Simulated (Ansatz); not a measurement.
**Al2B (doublet): B2PLYP over vertical spin and charge gaps, def2-QZVPP**

How well do these functionals follow the top wave-function level for Al2B (doublet) over vertical spin and charge gaps?

Method: def2-QZVPP, all electrons in the functionals, frozen cores in the correlation of double hybrids and RPA; program: Ansatz 0.2.0, Gaussian basis.

To be run: B2PLYP, at charge 0, doublet; charge 0, quartet; charge 1, singlet; charge 1, triplet.

2 further runs of the same task are left out: 2 set aside as unsound or not needed.

## Step 1: What is computed

The geometry is a PBE0/def2-TZVP stationary point (not a proven minimum).

3 atoms, charge 0, spin multiplicity 2.

Atoms are counted from 1 here; the program's logs count them from 0.

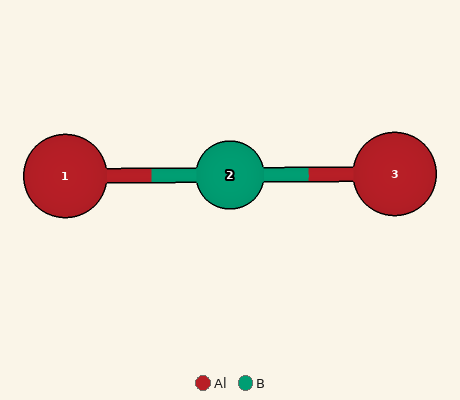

The geometry (aluminium red, boron teal); atoms are numbered from 1 in the order of the file.

As a file:

```xyz
3

Al    0.0000    0.0000    2.0809
B     0.0000    0.0000    0.0000
Al    0.0000    0.0000   -2.0809
```

No dispersion term is added.

The geometry shown and the zero of energy belong to the point charge 0, doublet. The yardstick, UCCSD(T), and other wave-function levels (R restricted, U unrestricted, valence and pair active spaces) come from earlier runs.

## Step 2: B2PLYP, charge 0, doublet

Input file in.yaml:

```yaml
crystal:
  periodic: [false, false, false]
  atoms:
    - {symbol: Al, position_ang: [0.000000, 0.000000, 2.080901]}
    - {symbol: B, position_ang: [0.000000, 0.000000, 0.000000]}
    - {symbol: Al, position_ang: [0.000000, 0.000000, -2.080901]}
basis:
  gaussian: {orbitals: "def2-QZVPP.json"}
magnetization: {spin_polarized: true, initial_magnetization: 1}
hamiltonian: {xc: {name: B2PLYP}}
correlation: {electrons: outside_noble_gas}
```

Command:

```bash
$ ansatz run in.yaml --threads 1 --pin off --events-out ev --progress --plain --max-ram 2393MiB
```

The program printed, shortened:

```text
Functional definition: B2PLYP
  name "B2PLYP"
  cite "Grimme, J. Chem. Phys. 124, 034108 (2006) doi:10.1063/1.2148954"
  cite "Becke, Phys. Rev. A 38, 3098 (1988) doi:10.1103/PhysRevA.38.3098"
  cite "Lee, Yang & Parr, Phys. Rev. B 37, 785 (1988) doi:10.1103/PhysRevB.37.785"
[...]
1172 factors; integrals over basis functions are off by at most 9.2e-4 eV
[...]
mean field -13857.48914973 eV, -509.2533333092 hartree, gradient 9.7e-6 eV, S^2 1.886896; 15 other end points of the search recorded, 0 dependent functions left out
11 core orbitals not correlated: weight in the atoms' cores, before any rotation towards them, 1.000 or more for the frozen orbitals, at most 0.000 for the correlated occupied ones
reference -13857.48927820 eV, -509.2533380303 hartree; 5, 4 occupied and 181, 182 virtual orbitals, 1172 factors
second order -5.89633660 eV of doubles, -0.00000000 eV of singles
Total energy: -13859.08128908 eV, -509.3118433511 hartree
```

It took 2.1 min on 1 thread of Arm Neoverse V2, shared host; peak memory 0.7 GiB.

From the report: ⟨S²⟩ of the determinant 1.887 (pure doublet: 0.75). The determinant is far from a pure spin state, so its energy mixes those of several spin states (harmless only where they are near-degenerate, as at dissociation).

## Step 3: B2PLYP, charge 0, quartet

in.yaml: that of step 2 with these lines changed.

```diff
@@ -8,3 +8,3 @@
   gaussian: {orbitals: "def2-QZVPP.json"}
-magnetization: {spin_polarized: true, initial_magnetization: 1}
+magnetization: {spin_polarized: true, initial_magnetization: 3}
 hamiltonian: {xc: {name: B2PLYP}}
```

Launched as before.

The program printed, shortened:

```text
Functional definition: B2PLYP
  name "B2PLYP"
  cite "Grimme, J. Chem. Phys. 124, 034108 (2006) doi:10.1063/1.2148954"
  cite "Becke, Phys. Rev. A 38, 3098 (1988) doi:10.1103/PhysRevA.38.3098"
  cite "Lee, Yang & Parr, Phys. Rev. B 37, 785 (1988) doi:10.1103/PhysRevB.37.785"
[...]
1172 factors; integrals over basis functions are off by at most 9.2e-4 eV
[...]
mean field -13857.58947367 eV, -509.2570201458 hartree, gradient 7.0e-6 eV, S^2 3.760489; 4 other end points of the search recorded, 0 dependent functions left out
11 core orbitals not correlated: weight in the atoms' cores, before any rotation towards them, 1.000 or more for the frozen orbitals, at most 0.000 for the correlated occupied ones
reference -13857.58960174 eV, -509.2570248522 hartree; 6, 3 occupied and 180, 183 virtual orbitals, 1172 factors
second order -6.65327758 eV of doubles, -0.00000000 eV of singles
Total energy: -13859.38598668 eV, -509.3230407813 hartree
```

It took 14 s on 1 thread of Arm Neoverse V2, shared host; peak memory 0.46 GiB.

From the report: ⟨S²⟩ of the determinant 3.760 (pure quartet: 3.75).

From charge 0, doublet: -29.4 kJ/mol.

## Step 4: B2PLYP, charge 1, singlet

in.yaml: that of step 3 with these lines changed.

```diff
@@ -8,3 +8,4 @@
   gaussian: {orbitals: "def2-QZVPP.json"}
-magnetization: {spin_polarized: true, initial_magnetization: 3}
+total_charge: 1
+magnetization: {spin_polarized: true, initial_magnetization: 0}
 hamiltonian: {xc: {name: B2PLYP}}
```

Same command.

The program printed, shortened:

```text
Functional definition: B2PLYP
  name "B2PLYP"
  cite "Grimme, J. Chem. Phys. 124, 034108 (2006) doi:10.1063/1.2148954"
  cite "Becke, Phys. Rev. A 38, 3098 (1988) doi:10.1103/PhysRevA.38.3098"
  cite "Lee, Yang & Parr, Phys. Rev. B 37, 785 (1988) doi:10.1103/PhysRevB.37.785"
[...]
1172 factors; integrals over basis functions are off by at most 9.2e-4 eV
[...]
mean field -13850.63653003 eV, -509.0015041799 hartree, gradient 1.4e-6 eV, S^2 1.724175; 19 other end points of the search recorded, 0 dependent functions left out
11 core orbitals not correlated: weight in the atoms' cores, before any rotation towards them, 1.000 or more for the frozen orbitals, at most 0.000 for the correlated occupied ones
reference -13850.63667145 eV, -509.0015093770 hartree; 4, 4 occupied and 182, 182 virtual orbitals, 1172 factors
second order -5.48213319 eV of doubles, -0.00000000 eV of singles
Total energy: -13852.11684741 eV, -509.0559048403 hartree
```

Run time: 2 min. Hardware: 1 thread of Arm Neoverse V2, shared host; peak memory 0.64 GiB.

From the report: ⟨S²⟩ of the determinant 1.724 (pure singlet: 0.00). The determinant is far from a pure spin state, so its energy mixes those of several spin states (harmless only where they are near-degenerate, as at dissociation).

From charge 0, doublet: +672.0 kJ/mol.

## Step 5: B2PLYP, charge 1, triplet

in.yaml: that of step 4 with these lines changed.

```diff
@@ -9,3 +9,3 @@
 total_charge: 1
-magnetization: {spin_polarized: true, initial_magnetization: 0}
+magnetization: {spin_polarized: true, initial_magnetization: 2}
 hamiltonian: {xc: {name: B2PLYP}}
```

Launched as before.

The program printed, shortened:

```text
Functional definition: B2PLYP
  name "B2PLYP"
  cite "Grimme, J. Chem. Phys. 124, 034108 (2006) doi:10.1063/1.2148954"
  cite "Becke, Phys. Rev. A 38, 3098 (1988) doi:10.1103/PhysRevA.38.3098"
  cite "Lee, Yang & Parr, Phys. Rev. B 37, 785 (1988) doi:10.1103/PhysRevB.37.785"
[...]
1172 factors; integrals over basis functions are off by at most 9.2e-4 eV
[...]
mean field -13850.83677076 eV, -509.0088628911 hartree, gradient 1.3e-6 eV, S^2 2.715182; 17 other end points of the search recorded, 0 dependent functions left out
11 core orbitals not correlated: weight in the atoms' cores, before any rotation towards them, 1.000 or more for the frozen orbitals, at most 0.000 for the correlated occupied ones
reference -13850.83691256 eV, -509.0088681021 hartree; 5, 3 occupied and 181, 183 virtual orbitals, 1172 factors
second order -5.41252997 eV of doubles, -0.00000000 eV of singles
Total energy: -13852.29829565 eV, -509.0625729403 hartree
```

It took 2.4 min on 1 thread of Arm Neoverse V2, shared host; peak memory 0.7 GiB.

From the report: ⟨S²⟩ of the determinant 2.715 (pure triplet: 2.00). The determinant is far from a pure spin state, so its energy mixes those of several spin states (harmless only where they are near-degenerate, as at dissociation).

From charge 0, doublet: +654.5 kJ/mol.

## Step 6: Against the wave-function levels

No level is safe as a reference over these points; UCCSD(T) serves as a yardstick only. It comes from earlier runs at the same points. Energies in kJ/mol, counted from charge 0, doublet; blanks weren't run or aren't comparable.

```csv
level,doublet to quartet,ionisation to the singlet cation,ionisation to the triplet cation
UCCSD(T),-32.5,,664.0
B2PLYP,-29.4,672.0,654.5
```

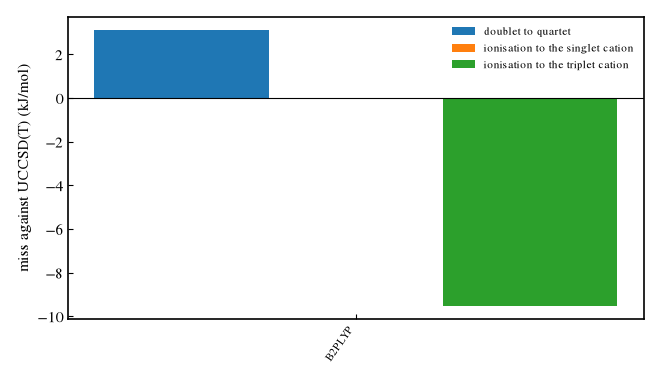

Misses of the gaps against UCCSD(T).

Largest miss and mean time a point (UCCSD(T) took 2.9 min a point; shared hosts):

```csv
level,largest miss (kJ/mol),where,time a point
B2PLYP,-9.5,ionisation to the triplet cation,1.7 min
```

## Step 7: Results

| quantity | value |
| --- | --- |
| doublet to quartet, UCCSD(T) | -32.5 kJ/mol |
| ionisation to the triplet cation, UCCSD(T) | 664.0 kJ/mol |
| largest miss, B2PLYP | -9.5 kJ/mol (ionisation to the triplet cation) |

**Reading.** Misses are known at 2 of 3 points at best, and only functionals with that many are ranked. B2PLYP strays by up to 9.5 kJ/mol, at ionisation to the triplet cation. B2PLYP clearly breaks the spin symmetry at some points (⟨S²⟩ up to 1.72 above the pure value), so energy there is bought with a mixed spin. Functionals and the yardstick converge differently with the basis, so part of each miss in def2-QZVPP is the basis. The yardstick itself may be off where one determinant is a poor start.
